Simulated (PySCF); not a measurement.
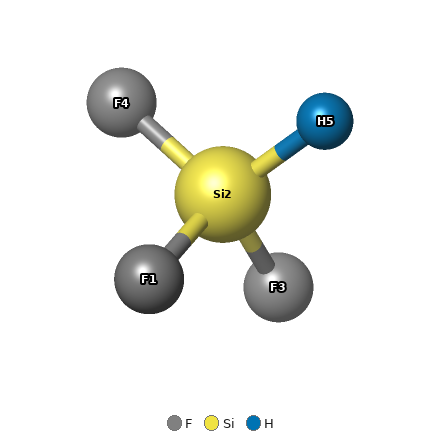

SiHF₃ (trifluorosilane), SMILES F[SiH](F)F. Vertical core-electron binding energies by ΔSCF (SCAN, pcX-2 on the ionised atom, pcseg-1 elsewhere, spin-free X2C; PySCF, at a PBE0-D3(BJ)/def2-SVP geometry (no frequency check)), gas phase, against the vacuum level. One atom of each kind was ionised; within a panel, areas follow the number of like atoms and 2j + 1 (2p levels are split by first-order spin-orbit coupling, an approximation), each panel is scaled alone, Gaussians of 0.6 eV full width. Only the regions named are shown.

Question: Predict the Si 2p and Si 1s photoelectron lines.

Answer:
```csv
level,atoms,binding energy (eV)
Si 2p1/2,Si2,111.4
Si 2p3/2,Si2,110.8
Si 1s,Si2,1851.1
```

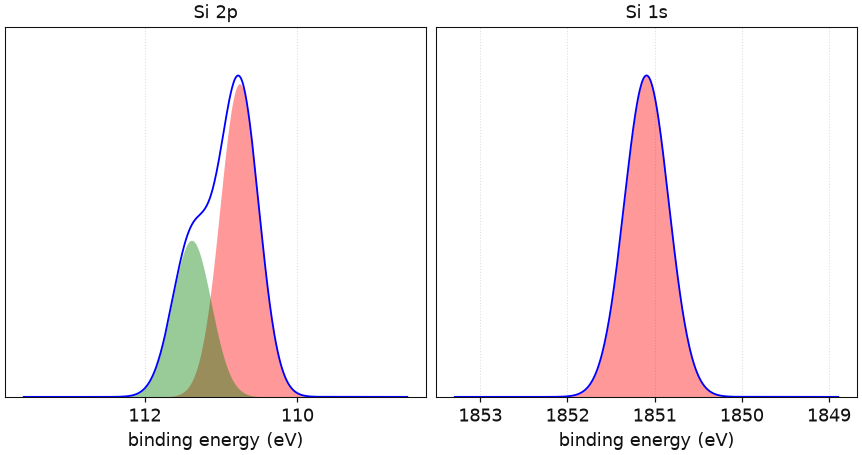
